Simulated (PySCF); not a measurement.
C₄H₄NS, doublet, SMILES `Cc1cn[c]s1`.

PySCF calculation, B3LYP/6-31G*, gas phase; geometry: GFN2-xTB. No frequency check shows the geometry to be a minimum. The stability of the open-shell solution wasn't checked. GFN2-xTB bond lengths at metals and heavier atoms can be off by up to 0.1 Å and shapes distorted, which carries into these values. GFN2-xTB doesn't know the spin state, so this open-shell geometry is rough.

Cartesian coordinates (Å):

```
C1       2.1910    0.0905   -0.0005
C2       0.7144    0.2208   -0.0001
C3      -0.0566    1.3405    0.0001
N4      -1.3977    1.0846    0.0000
C5      -1.6729   -0.1363   -0.0002
S6      -0.3292   -1.2008    0.0000
H7       2.6478    1.0777    0.0047
H8       2.5294   -0.4493   -0.8827
H9       2.5287   -0.4586    0.8801
H10      0.2891    2.3577    0.0007
```

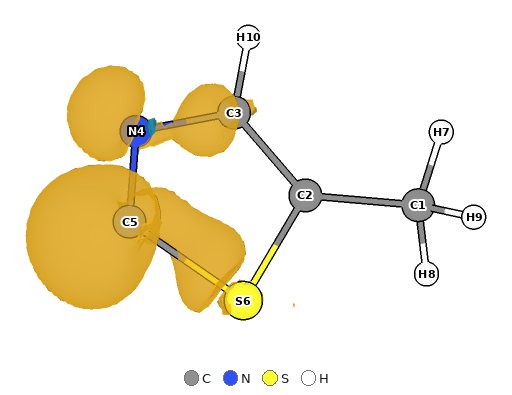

Spin density ρα − ρβ at ±0.05 e/Å³ (yellow: excess α, teal: excess β).

Where is the unpaired spin?

Hirshfeld spin populations: C5 +0.67, N4 +0.14, S6 +0.12 and C3 +0.05. ⟨S²⟩ = 0.76, against 0.75 for a pure state.

The PySCF run took 20 s on 1 thread of Intel(R) Xeon(R) Platinum 8375C CPU @ 2.90GHz (Ice Lake), with other jobs on the host, peak memory 0.45 GiB.
